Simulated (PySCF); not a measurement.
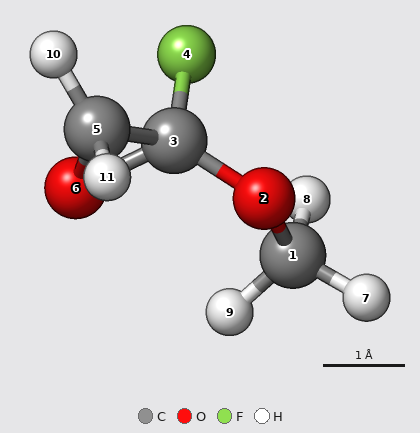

*The input geometry (ball-and-stick view, seen at a tilt; atoms are numbered from 1 in the order of the input).*

Bond lengths as drawn: C–C 1.46 Å, C–F 1.37 Å, C–H 1.08 to 1.09 Å and C–O 1.34 to 1.43 Å.

## C₃H₅FO₂: NMR shielding calculation

- system: C₃H₅FO₂
- method: GIAO PBE0/pcSseg-1 NMR shielding, non-relativistic, gas phase (PySCF 2.14.0)

Some settings of this run were made unusual or wrong on purpose. The geometry comes from this level: GFN2-xTB. Figures and captions count atoms from 1; the log counts them from 0 in places.

### Input file
```
{"job": {"kind": "nmr", "xc": "PBE0", "basis": "pcSseg-1", "pop": true, "scf": {"guess": "random", "max_cycle": 66}}, "charge": 0, "multiplicity": 1}
C     -1.723366     0.373495     0.081777
O     -0.373188     0.581001     0.509877
C      0.492772    -0.328981     0.049048
F      0.291267    -1.563993     0.608399
C      1.856457     0.002595    -0.344942
O      0.847318    -0.382833    -1.267189
H     -2.296637     1.178577     0.532542
H     -2.091517    -0.592907     0.432012
H     -1.784747     0.422941    -1.007516
H      2.637188    -0.729391    -0.187738
H      2.149878     1.042166    -0.392314
```

The first line tells a small driver script what to run in PySCF; the rest is the geometry in Å.

Launched with:
```bash
OMP_NUM_THREADS=1 python <driver script> task.json out
```

### The program's output
```
start from random orthonormal orbitals
final grid: 94504 points
cycle   1  E = -317.7065294637  dE = -2.318e+02  |g| = 1.686e+01  |ddm| = 2.423e+02
cycle   2  E = -263.1746633136  dE =  5.453e+01  |g| = 1.027e+01  |ddm| = 7.995e+01
cycle   3  E = -326.2087145581  dE = -6.303e+01  |g| = 1.121e+01  |ddm| = 7.871e+01
cycle   4  E = -343.6695717385  dE = -1.746e+01  |g| = 7.947e+00  |ddm| = 7.965e+00
cycle   5  E = -360.5531551326  dE = -1.688e+01  |g| = 4.747e+00  |ddm| = 6.031e+00
cycle   6  E = -348.8020776151  dE =  1.175e+01  |g| = 6.057e+00  |ddm| = 1.433e+01
cycle   7  E = -366.7215229650  dE = -1.792e+01  |g| = 1.414e+00  |ddm| = 1.505e+01
cycle   8  E = -366.9420571034  dE = -2.205e-01  |g| = 1.069e+00  |ddm| = 1.463e+00
cycle   9  E = -367.1165172073  dE = -1.745e-01  |g| = 3.396e-01  |ddm| = 7.737e-01
cycle  10  E = -367.1344316002  dE = -1.791e-02  |g| = 1.577e-01  |ddm| = 2.117e-01
cycle  11  E = -367.1386359319  dE = -4.204e-03  |g| = 7.553e-02  |ddm| = 1.375e-01
cycle  12  E = -367.1395351599  dE = -8.992e-04  |g| = 2.572e-02  |ddm| = 5.697e-02
cycle  13  E = -367.1396424626  dE = -1.073e-04  |g| = 6.198e-03  |ddm| = 1.804e-02
cycle  14  E = -367.1396507362  dE = -8.274e-06  |g| = 1.292e-03  |ddm| = 4.720e-03
cycle  15  E = -367.1396510041  dE = -2.679e-07  |g| = 5.215e-04  |ddm| = 1.049e-03
cycle  16  E = -367.1396510484  dE = -4.434e-08  |g| = 1.276e-04  |ddm| = 3.962e-04
cycle  17  E = -367.1396510518  dE = -3.351e-09  |g| = 1.538e-05  |ddm| = 1.077e-04
cycle  18  E = -367.1396510518  dE = -3.649e-11  |g| = 9.650e-06  |ddm| = 1.683e-05
converged SCF energy = -367.1396510518

GIAO shielding tensors (ppm)
atom      isotropic    diamagn.    paramagn.     s11        s22        s33       span
  0 C      132.469     245.251    -112.782    104.449    107.988    184.969     80.520
  1 O      267.073     396.182    -129.110    185.290    280.458    335.471    150.182
  2 C       78.887     241.579    -162.692     37.481     70.857    128.322     90.842
  3 F      315.511     475.223    -159.712    186.555    339.630    420.348    233.793
  4 C      133.581     253.169    -119.587     94.745    139.678    166.322     71.577
  5 O      259.457     397.132    -137.675     99.435    304.472    374.462    275.027
  6 H       28.000      28.440      -0.440     24.077     25.793     34.130     10.053
  7 H       27.735      29.027      -1.292     23.458     26.151     33.595     10.137
  8 H       27.925      29.407      -1.482     23.479     26.491     33.804     10.325
  9 H       28.717      28.913      -0.196     23.789     26.877     35.484     11.695
 10 H       28.926      29.892      -0.966     23.977     27.190     35.611     11.634
```

### Outcome

- outcome: converged
- total energy: −367.139651 hartree
- HOMO: −8.52 eV
- LUMO: 1.84 eV
- dipole moment: 1.13 D
- isotropic shielding, C: 78.9 to 133.6 ppm
- isotropic shielding, O: 259.5 to 267.1 ppm
- isotropic shielding, F: 315.5 ppm
- isotropic shielding, H: 27.7 to 28.9 ppm
- hardware: 1 CPU thread, shared host
- wall time: 13 s
- peak memory: 0.72 GiB

Some settings of this run were drawn to be unusual or wrong. It converged; results that depend on the unusual settings are not reference values.
